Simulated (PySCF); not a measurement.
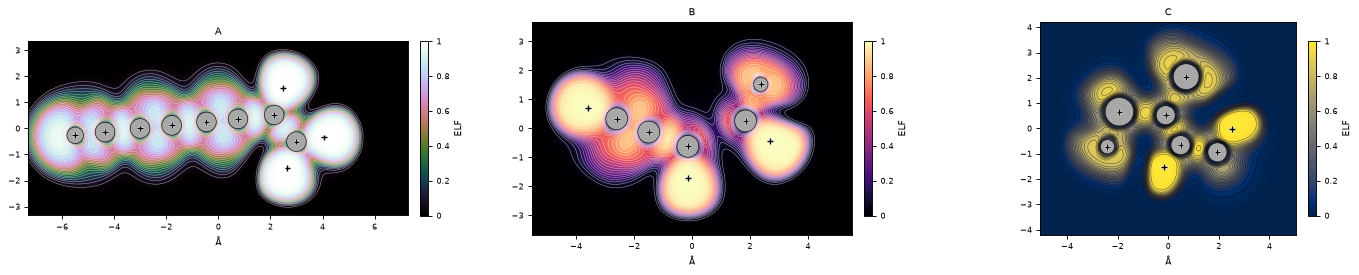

The ELF of 3 systems, each on a plane through atoms (crosses mark nuclei in the plane; grey discs cover the cores).

These are results of PBE0/pcSseg-1, SCF density, gas phase, non-relativistic in PySCF 2.14.0, not measurements.

System 1: C$_{7}$H$_{3}$N (SMILES C=CC#CC#CC#N), the molecular plane. Geometry: GFN2-xTB.

```xyz
11

C    -2.6442    1.5926   -0.4489
C    -1.3785    1.6569   -0.8579
C    -0.3779    0.7849   -0.4139
C     0.5046    0.0363   -0.0396
C     1.4745   -0.7928    0.3775
C     2.3565   -1.5449    0.7557
C     3.3287   -2.3839    1.1808
N     4.1546   -3.0996    1.5450
H    -3.3859    2.2817   -0.8134
H    -2.9717    0.8506    0.2602
H    -1.0551    2.4058   -1.5714
```

System 2: C$_{6}$H$_{6}$FN, the plane of atoms C2, C3 and H10. Geometry: GFN2-xTB.

```xyz
14

C     1.8327   -1.6744    1.3318
C     1.3236   -0.9168    0.5569
C     0.6459   -0.0284   -0.3516
C     0.1680    1.3337    0.2080
C    -1.2353    1.0683   -0.3614
F    -2.2747    1.2574    0.5069
C    -0.8252   -0.3619   -0.6309
N    -1.5091   -1.3670   -0.8871
H     2.3042   -2.3248    2.0060
H     1.2163    0.0674   -1.2800
H     0.1537    1.3474    1.2958
H     0.6803    2.2160   -0.1665
H    -1.4778    1.6276   -1.2721
H    -1.0031   -2.2452   -0.9780
```

System 3: C$_{4}$H$_{7}$ClOS, the plane of atoms C1, C2 and C3. Geometry: GFN2-xTB.

```yaml
atoms:
  - { symbol: C, position_ang: [-2.4306, -0.2434, 0.2473] }
  - { symbol: C, position_ang: [-1.0331, 0.1768, 0.5324] }
  - { symbol: C, position_ang: [-0.1294, 0.5952, -0.3355] }
  - { symbol: Cl, position_ang: [-0.3799, 0.7957, -2.0306] }
  - { symbol: S, position_ang: [1.5462, 1.0928, 0.2261] }
  - { symbol: C, position_ang: [2.3679, -0.3872, -0.5173] }
  - { symbol: O, position_ang: [1.5347, 0.8642, 1.6679] }
  - { symbol: H, position_ang: [-3.1232, 0.3771, 0.8147] }
  - { symbol: H, position_ang: [-2.6584, -0.1587, -0.8120] }
  - { symbol: H, position_ang: [-2.5763, -1.2758, 0.5632] }
  - { symbol: H, position_ang: [-0.7040, 0.1311, 1.5637] }
  - { symbol: H, position_ang: [1.9179, -1.2843, -0.1076] }
  - { symbol: H, position_ang: [3.4187, -0.3421, -0.2513] }
  - { symbol: H, position_ang: [2.2489, -0.3420, -1.5932] }
```

> Which map belongs to which system?

Panel A is system 1, C$_{7}$H$_{3}$N: the plane holds C, N and H. C–N (1.15 Å): the ELF peaks at about 0.85 between the atoms (a short, multiple covalent bond). Panel B is system 2, C$_{6}$H$_{6}$FN: the plane holds C, F and H. C–C (1.20 Å): the ELF peaks at about 0.85 between the atoms; a short, multiple covalent bond. Panel C is system 3, C$_{4}$H$_{7}$ClOS: the plane holds C, Cl, S, O and H. C–C (1.32 Å): the ELF peaks at about 0.90 between the atoms (a multiple bond).
